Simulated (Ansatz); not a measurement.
# Ta (bcc): from the first guess to the electronic structure

Task: find the zero-pressure cell of Ta (bcc) and describe its electrons. Whether the element takes this structure at low temperature is a separate question.

Program: Ansatz 0.2.0. Level of theory: DFT HSE06, scalar-relativistic, plane waves, PAW (the target; the first runs use scalar-relativistic PBE). These are calculated values, not measurements.

## Step 1: Starting point

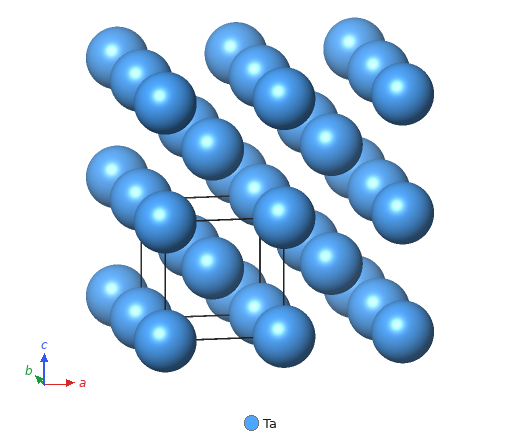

The starting structure, seen slightly off an axis (tantalum blue). 2×2×2 cells are drawn. Atoms on the faces are drawn again on the opposite ones. The cell drawn here is the conventional one.

Structure file:

```
CELL_PARAMETERS angstrom
-1.65500 1.65500 1.65500
1.65500 -1.65500 1.65500
1.65500 1.65500 -1.65500
ATOMIC_POSITIONS crystal
Ta 0.00000 0.00000 0.00000
```

## Step 2: At the starting volume (PBE, 8×8×8 mesh)

Contents of input.yaml:

```yaml
crystal:
  lattice:
    - [-1.655, 1.655, 1.655]
    - [1.655, -1.655, 1.655]
    - [1.655, 1.655, -1.655]
  atoms:
    - { symbol: Ta, position: [0.0, 0.0, 0.0] }
basis:
  ecutwfc: 420
  ecutrho_ratio: 4
kpoints:
  mp_grid: { grid: [8, 8, 8] }
hamiltonian:
  xc: pbe
scf:
  occupations: { method: gaussian, width: 0.05 }
output:
  forces: true
  stress: true
  eigenvalues: true
```

The log of the run, shortened:

```text
Warning: RAYON_NUM_THREADS=4 ignored (pool sized by the plan → 4); use --threads N
[...]
Pseudopotentials: kind: paw
Pseudopotential: Ta, paw, valence charge 13, recommended cutoff 420 eV (normal), Ta.paw.azcp
Functional definition: PBE
[...]
Crystal: 1 atoms, lattice volume = 18.132 Å³
Basis set: ecut = 420 eV, 369 PW (Γ), exchange–correlation on 40×40×40 points (8 copies of the dense FFT grid, shifted against one another)
Bands: 11, of which v1, the nominal top of the filled ones, is band 7 counted from 1 (6 counted from 0)
Symmetry: 48 space group operations
Space group: Im-3m (ITA 229), of the structure as read, at distance tolerance 2.6e-5 Å
k-points: 29 of 512
[...]
SCF iter   1: F=—  HF=-9932.273508 eV  |F-HF|=—  |Δ(HF+E_count)|=         —  Δρ=3.19e-3  dr2=9.73e-4  ethr=1.77e-3  ⟨swp⟩=6.0  Hψ=1851  notcnv=0
[...]
SCF iter   6: F=-9932.273174 eV  HF=-9932.273174 eV  |F-HF|=9.09e-12  |Δ(HF+E_count)|=  2.35e-10  Δρ=7.39e-7  dr2=2.92e-11  ethr=2.77e-11  ⟨swp⟩=2.4  Hψ=1089  notcnv=0
[...]
SCF converged after 6 iterations
Free energy (F): -9932.273174 eV
[...]
E sigma→0 (E₀):  -9932.272665 eV
Entropy (-TS):   -0.001020 eV (-1.020 meV/atom)
Fermi energy:    18.546544 eV
[...]
--- Forces (eV/Å), atoms counted from 1 ---
  atom   1  Ta    -0.00000000     0.00000000     0.00000000
[...]
--- Stress (GPa, compression-positive) ---
       -0.466385      -0.000000       0.000000
        0.000000      -0.466385      -0.000000
       -0.000000      -0.000000      -0.466385
  P = ⅓ Tr σ = -0.4664 GPa (-4.664 kbar)
--- Band table (eV; the first three rows and the last of 29) ---
  k-point 0: bands = ["-48.5530", "-14.5139", "-14.5139", "-14.5139", "10.6271", "19.2534", "19.2534", "19.2534", "22.5019", "22.5019", "33.0924"]
[...]
```

It took 0.71 s on 4 threads of an Arm CPU, shared host; peak memory 0.21 GiB.

This gives: volume 18.132 Å³/atom, pressure -0.47 GPa, no gap.

## Step 3: Next volume: 18.060 Å³/atom (PBE, 8×8×8 mesh)

input.yaml: that of step 2 with these lines changed.

```diff
@@ -2,5 +2,5 @@
   lattice:
-    - [-1.655, 1.655, 1.655]
-    - [1.655, -1.655, 1.655]
-    - [1.655, 1.655, -1.655]
+    - [-1.6527903846, 1.6527903846, 1.6527903846]
+    - [1.6527903846, -1.6527903846, 1.6527903846]
+    - [1.6527903846, 1.6527903846, -1.6527903846]
   atoms:
```

The log of the run, shortened:

```text
Warning: RAYON_NUM_THREADS=4 ignored (pool sized by the plan → 4); use --threads N
[...]
Pseudopotentials: kind: paw
Pseudopotential: Ta, paw, valence charge 13, recommended cutoff 420 eV (normal), Ta.paw.azcp
Functional definition: PBE
[...]
Crystal: 1 atoms, lattice volume = 18.060 Å³
Basis set: ecut = 420 eV, 369 PW (Γ), exchange–correlation on 40×40×40 points (8 copies of the dense FFT grid, shifted against one another)
Bands: 11, of which v1, the nominal top of the filled ones, is band 7 counted from 1 (6 counted from 0)
Symmetry: 48 space group operations
Space group: Im-3m (ITA 229), of the structure as read, at distance tolerance 2.6e-5 Å
k-points: 29 of 512
[...]
SCF iter   1: F=—  HF=-9932.273574 eV  |F-HF|=—  |Δ(HF+E_count)|=         —  Δρ=3.17e-3  dr2=9.44e-4  ethr=1.77e-3  ⟨swp⟩=6.0  Hψ=1856  notcnv=0
[...]
SCF iter   6: F=-9932.273209 eV  HF=-9932.273209 eV  |F-HF|=5.46e-12  |Δ(HF+E_count)|=   1.26e-9  Δρ=5.83e-7  dr2=1.89e-11  ethr=4.49e-11  ⟨swp⟩=3.1  Hψ=1097  notcnv=0
[...]
SCF converged after 6 iterations
Free energy (F): -9932.273209 eV
[...]
E sigma→0 (E₀):  -9932.272710 eV
Entropy (-TS):   -0.000997 eV (-0.997 meV/atom)
Fermi energy:    18.627801 eV
[...]
--- Forces (eV/Å), atoms counted from 1 ---
  atom   1  Ta    -0.00000000     0.00000000    -0.00000000
[...]
--- Stress (GPa, compression-positive) ---
        0.352527       0.000000      -0.000000
       -0.000000       0.352527      -0.000000
        0.000000      -0.000000       0.352527
  P = ⅓ Tr σ = 0.3525 GPa (3.525 kbar)
--- Band table (eV; the first three rows and the last of 29) ---
  k-point 0: bands = ["-48.4592", "-14.4148", "-14.4148", "-14.4148", "10.6964", "19.3373", "19.3373", "19.3373", "22.6000", "22.6000", "33.1931"]
[...]
```

It took 0.24 s on 4 threads of an Arm CPU, shared host; peak memory 0.21 GiB.

This gives: volume 18.060 Å³/atom, pressure 0.35 GPa, a metal on this mesh.

## Step 4: First run at HSE06

input.yaml: that of step 3 with these lines changed.

```diff
@@ -11,5 +11,5 @@
 kpoints:
-  mp_grid: { grid: [8, 8, 8] }
+  mp_grid: { grid: [10, 10, 10] }
 hamiltonian:
-  xc: pbe
+  xc: hse06
 scf:
```

The log of the run, shortened:

```text
Warning: output.stress: scf.convergence.dr2_threshold = 1e-7 eV (the SCF's general default) is looser than the 1e-10 eV advised for a printed stress (1e-10 eV for each atom of the cell: 1). What an SCF threshold leaves in a stress goes as its square root, and in the free energy as the [...]
Warning: output.stress: scf.exx.energy_threshold = 1e-6 eV is looser than the 1e-8 eV advised for a stress under a hybrid functional (1e-8 eV for each atom of the cell: 1). Every SCF of the exchange loop can meet its threshold on dr2 while the loop round them stops early: no threshold on [...]
Warning: RAYON_NUM_THREADS=4 ignored (pool sized by the plan → 4); use --threads N
[...]
Pseudopotentials: kind: paw
Pseudopotential: Ta, paw, valence charge 13, recommended cutoff 420 eV (normal), Ta.paw.azcp
Functional definition: HSE06
[...]
Crystal: 1 atoms, lattice volume = 18.060 Å³
Basis set: ecut = 420 eV, 369 PW (Γ), exchange–correlation on 40×40×40 points (8 copies of the dense FFT grid, shifted against one another)
Bands: 11, of which v1, the nominal top of the filled ones, is band 7 counted from 1 (6 counted from 0)
Symmetry: 48 space group operations
[...]
Frozen-core exchange: fock
[...]
SCF iter   3: F=-9932.747337 eV  HF=-9932.747337 eV  |F-HF|=1.14e-9  |Δ(HF+E_count)|=   1.16e-7  Δρ=5.69e-6  dr2=2.21e-9  ethr=2.20e-10  ⟨swp⟩=3.2  Hψ=1102  notcnv=0  defer=4
[...]
hybrid outer 2: dexx = +2.137e-7 eV, tail = 9.84e-9 eV, Δε = 1.25e-3 eV (about 4.40e-5 eV left of the loop's levels)
hybrid SCF converged: 2 outer / 8 inner (+7 warm-up), last move |dexx| = 2.14e-7 eV, tail = 9.84e-9 eV
Stability not checked: this state was not tested for a lower state beside it, because the functional holds exact exchange (a hybrid, or Hartree-Fock), whose exchange loop this test does not read (fock_operator; see scf.lower_state_search)
Free energy (F): -9932.747337 eV
Frozen-core exchange: fock
[...]
E sigma→0 (E₀):  -9932.747242 eV
Entropy (-TS):   -0.000190 eV (-0.190 meV/atom)
Fermi energy:    18.377430 eV
[...]
--- Forces (eV/Å), atoms counted from 1 ---
  atom   1  Ta    -0.00000000     0.00000000     0.00000000
[...]
--- Stress (GPa, compression-positive) ---
        1.340494       0.000000      -0.000000
        0.000000       1.340494       0.000000
       -0.000000      -0.000000       1.340494
  P = ⅓ Tr σ = 1.3405 GPa (13.405 kbar)
--- Band table (eV; the first three rows and the last of 47) ---
  k-point 0: bands = ["-52.3839", "-16.8504", "-16.8504", "-16.8504", "9.4352", "19.6284", "19.6284", "19.6284", "23.2811", "23.2811", "33.9503"]
[...]
```

Wall time 13 s (4 threads of an Arm CPU, shared host); peak memory 1.5 GiB.

Result: volume 18.060 Å³/atom, pressure 1.34 GPa, metallic.

## Step 5: Stepping to 18.221 Å³/atom

input.yaml: that of step 4 with these lines changed.

```diff
@@ -2,5 +2,5 @@
   lattice:
-    - [-1.6527903846, 1.6527903846, 1.6527903846]
-    - [1.6527903846, -1.6527903846, 1.6527903846]
-    - [1.6527903846, 1.6527903846, -1.6527903846]
+    - [-1.6576992492, 1.6576992492, 1.6576992492]
+    - [1.6576992492, -1.6576992492, 1.6576992492]
+    - [1.6576992492, 1.6576992492, -1.6576992492]
   atoms:
```

The log of the run, shortened:

```text
Warning: output.stress: scf.convergence.dr2_threshold = 1e-7 eV (the SCF's general default) is looser than the 1e-10 eV advised for a printed stress (1e-10 eV for each atom of the cell: 1). What an SCF threshold leaves in a stress goes as its square root, and in the free energy as the [...]
Warning: output.stress: scf.exx.energy_threshold = 1e-6 eV is looser than the 1e-8 eV advised for a stress under a hybrid functional (1e-8 eV for each atom of the cell: 1). Every SCF of the exchange loop can meet its threshold on dr2 while the loop round them stops early: no threshold on [...]
Warning: RAYON_NUM_THREADS=4 ignored (pool sized by the plan → 4); use --threads N
[...]
Pseudopotentials: kind: paw
Pseudopotential: Ta, paw, valence charge 13, recommended cutoff 420 eV (normal), Ta.paw.azcp
Functional definition: HSE06
[...]
Crystal: 1 atoms, lattice volume = 18.221 Å³
Basis set: ecut = 420 eV, 369 PW (Γ), exchange–correlation on 40×40×40 points (8 copies of the dense FFT grid, shifted against one another)
Bands: 11, of which v1, the nominal top of the filled ones, is band 7 counted from 1 (6 counted from 0)
Symmetry: 48 space group operations
[...]
Frozen-core exchange: fock
[...]
SCF iter   3: F=-9932.747651 eV  HF=-9932.747651 eV  |F-HF|=1.08e-9  |Δ(HF+E_count)|=   1.16e-7  Δρ=5.50e-6  dr2=2.09e-9  ethr=2.25e-10  ⟨swp⟩=3.2  Hψ=1102  notcnv=0  defer=2
[...]
hybrid outer 2: dexx = +2.146e-7 eV, tail = 9.64e-9 eV, Δε = 1.22e-3 eV (about 4.25e-5 eV left of the loop's levels)
hybrid SCF converged: 2 outer / 8 inner (+7 warm-up), last move |dexx| = 2.15e-7 eV, tail = 9.64e-9 eV
Stability not checked: this state was not tested for a lower state beside it, because the functional holds exact exchange (a hybrid, or Hartree-Fock), whose exchange loop this test does not read (fock_operator; see scf.lower_state_search)
Free energy (F): -9932.747651 eV
Frozen-core exchange: fock
[...]
E sigma→0 (E₀):  -9932.747565 eV
Entropy (-TS):   -0.000171 eV (-0.171 meV/atom)
Fermi energy:    18.201847 eV
[...]
--- Forces (eV/Å), atoms counted from 1 ---
  atom   1  Ta    -0.00000000     0.00000000    -0.00000000
[...]
--- Stress (GPa, compression-positive) ---
       -0.674358       0.000000       0.000000
        0.000000      -0.674358      -0.000000
        0.000000      -0.000000      -0.674358
  P = ⅓ Tr σ = -0.6744 GPa (-6.744 kbar)
--- Band table (eV; the first three rows and the last of 47) ---
  k-point 0: bands = ["-52.5937", "-17.0724", "-17.0724", "-17.0724", "9.2852", "19.4407", "19.4407", "19.4407", "23.0623", "23.0623", "33.7248"]
[...]
```

Wall time 14 s (4 threads of an Arm CPU, shared host); peak memory 1.5 GiB.

Result: volume 18.221 Å³/atom, pressure -0.67 GPa, metallic.

## Step 6: Stepping to 18.166 Å³/atom

input.yaml: that of step 5 with these lines changed.

```diff
@@ -2,5 +2,5 @@
   lattice:
-    - [-1.6576992492, 1.6576992492, 1.6576992492]
-    - [1.6576992492, -1.6576992492, 1.6576992492]
-    - [1.6576992492, 1.6576992492, -1.6576992492]
+    - [-1.6560326762, 1.6560326762, 1.6560326762]
+    - [1.6560326762, -1.6560326762, 1.6560326762]
+    - [1.6560326762, 1.6560326762, -1.6560326762]
   atoms:
```

The log of the run, shortened:

```text
Warning: output.stress: scf.convergence.dr2_threshold = 1e-7 eV (the SCF's general default) is looser than the 1e-10 eV advised for a printed stress (1e-10 eV for each atom of the cell: 1). What an SCF threshold leaves in a stress goes as its square root, and in the free energy as the [...]
Warning: output.stress: scf.exx.energy_threshold = 1e-6 eV is looser than the 1e-8 eV advised for a stress under a hybrid functional (1e-8 eV for each atom of the cell: 1). Every SCF of the exchange loop can meet its threshold on dr2 while the loop round them stops early: no threshold on [...]
Warning: RAYON_NUM_THREADS=4 ignored (pool sized by the plan → 4); use --threads N
[...]
Pseudopotentials: kind: paw
Pseudopotential: Ta, paw, valence charge 13, recommended cutoff 420 eV (normal), Ta.paw.azcp
Functional definition: HSE06
[...]
Crystal: 1 atoms, lattice volume = 18.166 Å³
Basis set: ecut = 420 eV, 369 PW (Γ), exchange–correlation on 40×40×40 points (8 copies of the dense FFT grid, shifted against one another)
Bands: 11, of which v1, the nominal top of the filled ones, is band 7 counted from 1 (6 counted from 0)
Symmetry: 48 space group operations
[...]
Frozen-core exchange: fock
[...]
SCF iter   3: F=-9932.747774 eV  HF=-9932.747774 eV  |F-HF|=1.10e-9  |Δ(HF+E_count)|=   1.15e-7  Δρ=5.54e-6  dr2=2.12e-9  ethr=2.28e-10  ⟨swp⟩=3.2  Hψ=1099  notcnv=0  defer=3
[...]
hybrid outer 2: dexx = +2.139e-7 eV, tail = 9.69e-9 eV, Δε = 1.24e-3 eV (about 4.33e-5 eV left of the loop's levels)
hybrid SCF converged: 2 outer / 8 inner (+7 warm-up), last move |dexx| = 2.14e-7 eV, tail = 9.69e-9 eV
Stability not checked: this state was not tested for a lower state beside it, because the functional holds exact exchange (a hybrid, or Hartree-Fock), whose exchange loop this test does not read (fock_operator; see scf.lower_state_search)
Free energy (F): -9932.747774 eV
Frozen-core exchange: fock
[...]
E sigma→0 (E₀):  -9932.747685 eV
Entropy (-TS):   -0.000177 eV (-0.177 meV/atom)
Fermi energy:    18.261233 eV
[...]
--- Forces (eV/Å), atoms counted from 1 ---
  atom   1  Ta    -0.00000000     0.00000000    -0.00000000
[...]
--- Stress (GPa, compression-positive) ---
        0.000978       0.000000      -0.000000
        0.000000       0.000978      -0.000000
       -0.000000      -0.000000       0.000978
  P = ⅓ Tr σ = 0.0010 GPa (0.010 kbar)
--- Band table (eV; the first three rows and the last of 47) ---
  k-point 0: bands = ["-52.5227", "-16.9973", "-16.9973", "-16.9973", "9.3359", "19.5042", "19.5042", "19.5042", "23.1363", "23.1363", "33.8011"]
[...]
```

Wall time 14 s (4 threads of an Arm CPU, shared host); peak memory 1.5 GiB.

In short: volume 18.166 Å³/atom, pressure 0.00 GPa, a metal on this mesh.

## Step 7: The way to zero pressure

| step | level | mesh | relaxed | volume (Å³/atom) | pressure (GPa) |
| --- | --- | --- | --- | --- | --- |
| 2 | PBE | 8×8×8 | nothing | 18.132 | -0.47 |
| 3 | PBE | 8×8×8 | nothing | 18.060 | 0.35 |
| 4 | HSE06 | 10×10×10 | nothing | 18.060 | 1.34 |
| 5 | HSE06 | 10×10×10 | nothing | 18.221 | -0.67 |
| 6 | HSE06 | 10×10×10 | nothing | 18.166 | 0.00 |

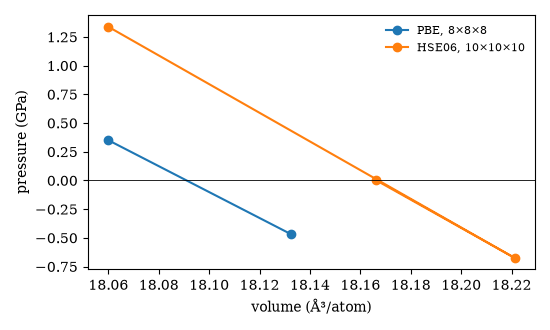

Pressure against volume, run by run.

(Part 1 of 2 ends here.)
